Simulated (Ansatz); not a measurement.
# Fields on a plane of KF (rock salt)

```xyz
2
Lattice="0.0000 2.7104 2.7104 2.7104 0.0000 2.7104 2.7104 2.7104 0.0000" Properties=species:S:1:pos:R:3 pbc="T T T"
F      0.0000     0.0000     0.0000
K      2.7104     2.7104     2.7104
```

The slice is a {111} plane (indices of the conventional cell) through the point (0.000, 0.000, 0.000) (fractional), spanned by u = [100] and v = [-1 2 0] in vectors of this cell: u (3.83 Å) and v (6.64 Å, at 90° to u). It covers one period; positions are fractions (u, v).

Atoms on it: F at (0.00, 0.00); F at (0.50, 0.50).

These are PBE (plane waves to 420 eV, PAW, scalar-relativistic; Ansatz, a first-principles code) values and carry that method's errors. k mesh 11×11×11. Inside the PAW spheres the values are not all-electron values, and peaks at nuclei hang on which shells count as valence. KF was relaxed with its symmetry unable to fall.

```
|999988664433221100000011223344668899|
|888877554433110000000000113344557788|
|666655443322110000000000112233445566|
|555544332211110000000000111122334455|
|333333221111000000000000001111223333|
|222211110000000000000000000000111122|
|111111000000000000000000000000001111|
|000000000000000000000000000000000000|
|000000000000001111111111000000000000|
|000000000000111122222211110000000000|
|000000001111223333333333221111000000|
|000000111122334455555544332211110000|
|000000112233445566666655443322110000|
|000000113344557788888877554433110000|
|000011223344668899999988664433221100|
|000011223355668899999988665533221100|
|000011223344668899999988664433221100|
|000000113344557788888877554433110000|
|000000112233445566666655443322110000|
|000000111122334455555544332211110000|
|000000001111223333333333221111000000|
|000000000000111122222211110000000000|
|000000000000001111111111000000000000|
|000000000000000000000000000000000000|
|111111000000000000000000000000001111|
|222211110000000000000000000000111122|
|333333221111000000000000001111223333|
|555544332211110000000000111122334455|
|666655443322110000000000112233445566|
|888877554433110000000000113344557788|
|999988664433221100000011223344668899|
|999988665533221100000011223355668899|
```
Scale: ten equal steps from -1.75 (start of '0') to 1.15 (end of '9'), in the order '0123456789'. Values: log₁₀ of the valence density in e/Å³. The map has 18 points along u (two characters each, u = 0 at the left) and 32 along v (v = 0 in the bottom row). The scale is logarithmic, as a density can span decades between atoms and voids.

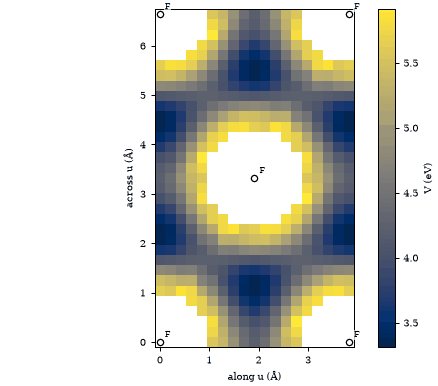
Electrostatic potential energy of an electron, from the cell's mean, in eV, one period of the plane, atoms marked. Points within 1 Å of a nucleus are left white, as the pseudised field means little there. The zero, the cell's mean, hangs on the PAW cores.
